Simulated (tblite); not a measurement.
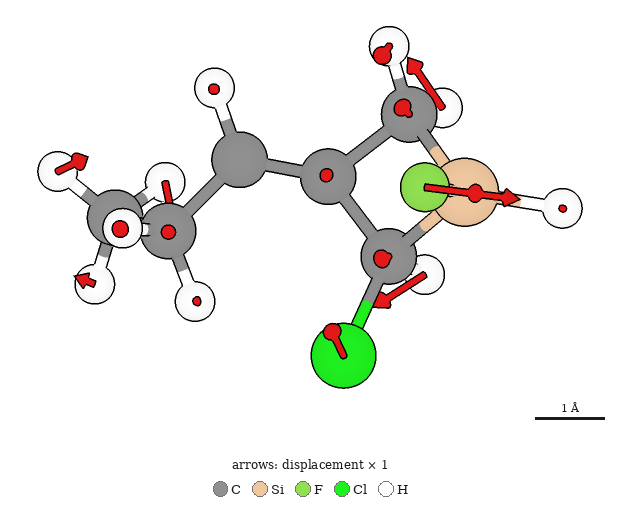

A relaxation of C6H10ClFSi. The starting structure is drawn; red arrows show the displacements, at their true length. The two geometries are superimposed by the best rigid fit.

The picture is a ball-and-stick view, seen at a tilt.

Level of theory: GFN2-xTB geometry optimisation, gas phase (tblite 0.8.0). 

Question: Describe the change and its energy.

Answer: The largest move after the best rigid fit is that of the F atom, 1.50 Å. Largest moves by element: F 1.50 Å, Cl 1.15 Å, H 1.10 Å, C 0.52 Å, Si 0.52 Å. Among the contacts that change: F–Si 1.685 → 1.609 Å, C–Si 1.844 → 1.907 Å, C–C 1.469 → 1.511 Å, C–Si 1.885 → 1.927 Å. Bond angles that change, for instance: C–C–C 90.3° → 102.6°, F–Si–H 116.0° → 105.1°, C–C–C 138.0° → 129.2°. Groups turn about C–C by about 40°, C–C by about 40°, C–C by about 30°. Over 167 geometry steps the energy falls by 112.6 kJ/mol.
